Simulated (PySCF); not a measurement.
The calculation's input:

```
{"job": {"kind": "nmr", "xc": "PBE0", "basis": "pcSseg-1"}, "charge": 0, "multiplicity": 1}
C      3.078493     1.645525    -0.665121
C      2.466857     0.274744    -0.550708
O      2.768379    -0.684133    -1.209144
O      1.523015     0.251048     0.397916
C      0.875011    -1.009348     0.612300
C     -0.124058    -0.837195     1.706164
C     -1.436464    -0.906289     1.525291
Cl    -2.459239    -0.634463     2.903274
Si    -2.434968    -1.180248    -0.069726
Si    -2.667385     0.860703    -1.137058
H      3.831990     1.644274    -1.446633
H      3.528615     1.918802     0.286180
H      2.301718     2.370779    -0.894188
H      0.408850    -1.333145    -0.322569
H      1.639296    -1.745878     0.891866
H      0.297450    -0.615237     2.678388
H     -3.684971    -1.795975     0.385380
H     -1.745511    -2.214299    -0.854507
H     -1.372072     1.459296    -1.474710
H     -3.412645     0.709283    -2.389377
H     -3.391281     1.838698    -0.321665
```

Command:

```sh
OMP_NUM_THREADS=1 python probes_run.py task.json out
```

Geometry: GFN2-xTB.

All numbers below come from PBE0/pcSseg-1, SCF density, gas phase, non-relativistic in PySCF.

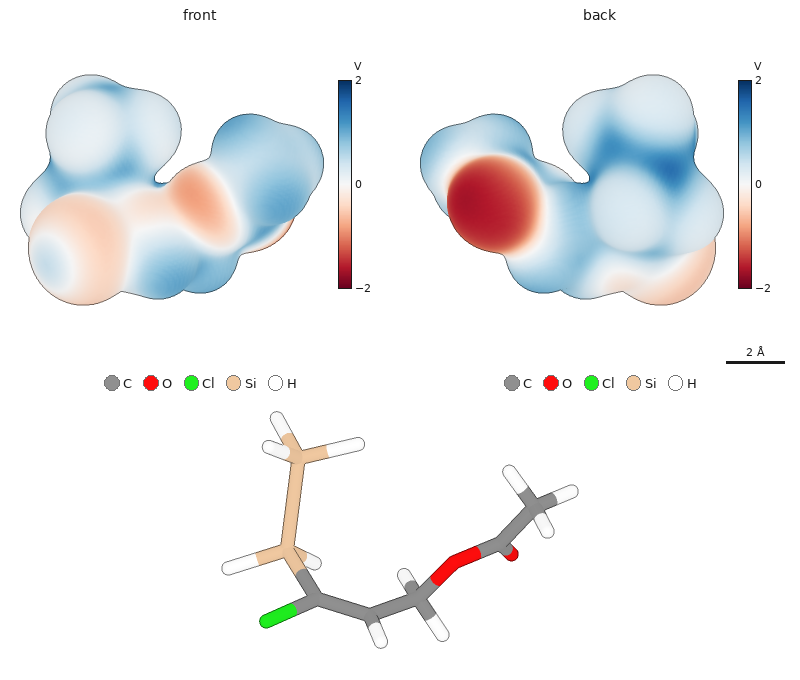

C₅H₁₁ClO₂Si₂ (SMILES CC(=O)OC/C=C(/Cl)[SiH2][SiH3]). The molecular electrostatic potential painted on the density surface at 0.002 e/bohr³, seen from the front and from behind; the colour scale runs from red (negative) to blue (positive). The bare structure is drawn below in the same view.

### Where is the surface potential most negative and most positive?

The most negative region (about −1.6 V, or −37 kcal/mol for a unit charge) lies over O3, the most positive (about +1.4 V, or +32 kcal/mol for a unit charge) over Si9. Cl8 shows a σ-hole: about +0.4 V, or +9 kcal/mol for a unit charge at the tip opposite its bond, against about −0.4 V, or −9 kcal/mol for a unit charge on its flanks. O3 is the likeliest acceptor of a hydrogen bond.

### What dipole moment does the calculation give?

Its dipole moment is 1.16 D.
